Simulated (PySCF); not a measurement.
The calculation's input:

```
{"job": {"kind": "nmr", "xc": "PBE0", "basis": "pcSseg-1"}, "charge": 0, "multiplicity": 1}
C      2.588356     0.393318    -0.100381
O      1.339285     0.046346    -0.662255
C      0.617707    -0.903042     0.064340
O      0.166771    -0.381695     1.291061
Si    -0.726799     0.966302     1.422405
C     -2.081139     0.863087     0.093929
F     -3.066270     1.800593     0.162677
C     -2.137132    -0.038064    -0.884555
Si    -0.842135    -1.377125    -1.092388
H      3.251929    -0.479099    -0.073053
H      2.469985     0.782676     0.914824
H      3.015182     1.161174    -0.742417
H      1.268115    -1.751698     0.330239
H     -1.246208     0.809456     2.771393
H      0.018716     2.206118     1.191086
H     -2.967298     0.001344    -1.581500
H     -1.370431    -2.680423    -0.663788
H     -0.307393    -1.412952    -2.453273
```

Launched as:

```sh
OMP_NUM_THREADS=1 python probes_run.py task.json out
```

Geometry: GFN2-xTB.

All numbers below come from PBE0/pcSseg-1, SCF density, gas phase, non-relativistic in PySCF.

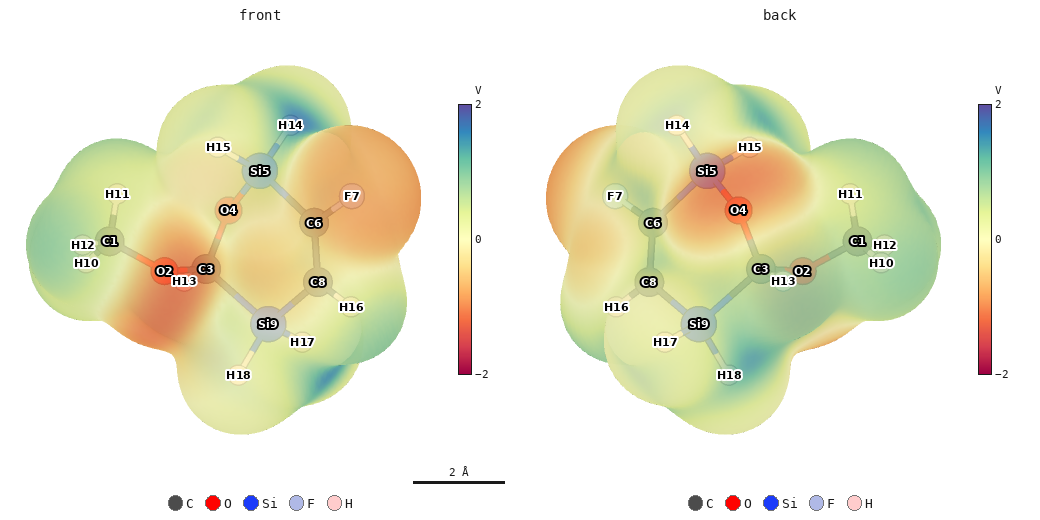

C₄H₉FO₂Si₂. The electrostatic potential painted on the density surface at 0.002 e/bohr³, seen from the front and from behind; the colour scale runs from red (negative) to blue (positive).

Question: Which sites attract a positive test charge, and which a negative one?

Answer: A positive charge is drawn to the negative regions and a negative charge to the positive ones. The most negative region (about −1.2 V, or −28 kcal/mol for a unit charge) lies over O2 and O4, the most positive (about +1.5 V, or +35 kcal/mol for a unit charge) over Si5 and Si9.

Question: How polar is the molecule by this calculation?

Answer: Its dipole moment is 2.02 D.
